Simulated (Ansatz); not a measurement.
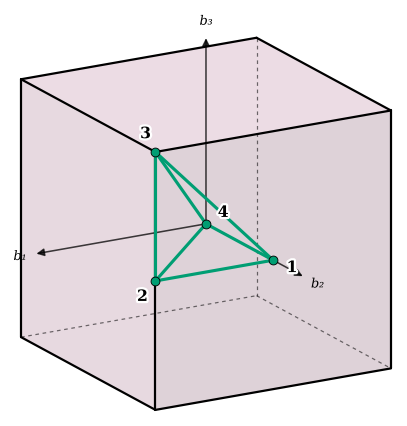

The first Brillouin zone of a simple cubic lattice (cP; extended symbol cP2) is drawn with its special points numbered. Crystal: NaSrI3, the geometry relaxed with Ansatz, DFT, r2SCAN+rVV10, plane waves, PAW; the starting structure was generated, so it need not be a known form of this composition. Symmetry computed with spglib at a tolerance of 0.002 Å; standard conventional cell.

a = 6.344 Å, b = 6.344 Å, c = 6.344 Å, α = 90.00°, β = 90.00°, γ = 90.00°.

Labels and path follow the convention of Hinuma et al. (2017), as computed by seekpath; the arrows show the directions of the reciprocal primitive vectors b₁, b₂, b₃, in which coordinates are given.

### Which special point is each number?

```csv
no.,label,coordinates
1,X,"(0, 1/2, 0)"
2,M,"(1/2, 1/2, 0)"
3,R,"(1/2, 1/2, 1/2)"
4,Γ,"(0, 0, 0)"
```
